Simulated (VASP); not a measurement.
Band structure of GeSe2 (space group I-42d). Calculation: modified Becke-Johnson potential (mBJ), VASP's PBE PAW potentials (set 64) (plane waves; VASP).

mBJ is a potential without an energy functional, so only the levels count. The path is coarsely sampled, so an indirect gap can come out somewhat too large.

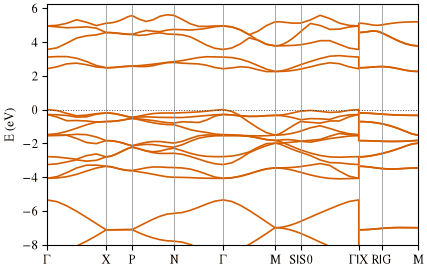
Bands along high-symmetry lines, zero at the valence-band maximum or, without a gap, the Fermi level

Question: Read the plot: is there a gap, and where are the band edges?

Answer: The gap is indirect, 2.25 eV, from the valence maximum at Γ to the conduction minimum at Γ-M at 0.83.

The structure comes from a computed database's GeSe2 entry (I-42d); how it stands against other phases isn't given here. It was relaxed first. The cell's shape comes from a PBE relaxation.
